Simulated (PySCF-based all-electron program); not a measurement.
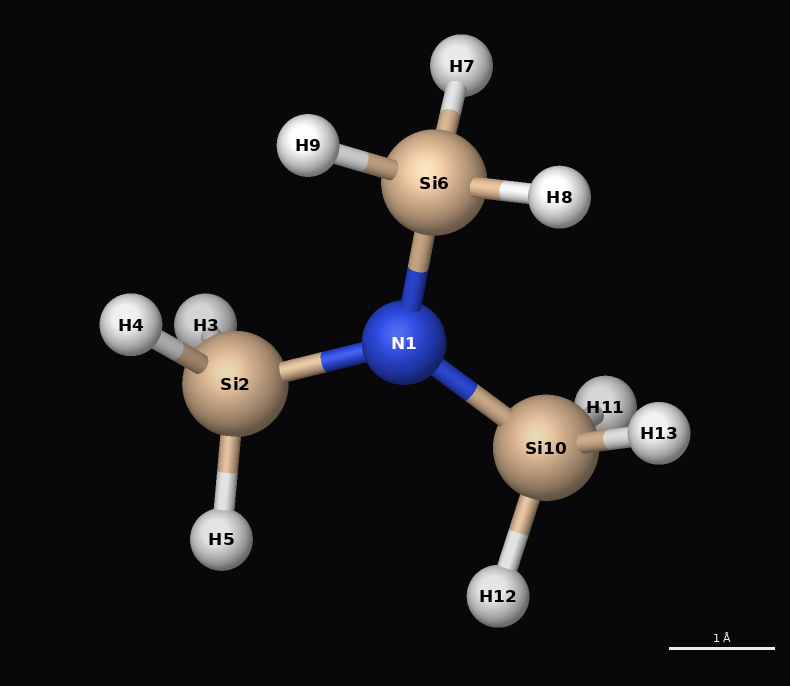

Source: calculation with PySCF-based all-electron program.

Atoms carry their numbers in the input. Geometry: a fixed input geometry, not necessarily a minimum.

Estimate the angles Si2–N1–Si6, N1–Si2–H3, N1–Si2–H4.

```json
{"angle": "Si2–N1–Si6", "degrees": "119.7"}
{"angle": "N1–Si2–H3", "degrees": "112.5"}
{"angle": "N1–Si2–H4", "degrees": "108.8"}
```
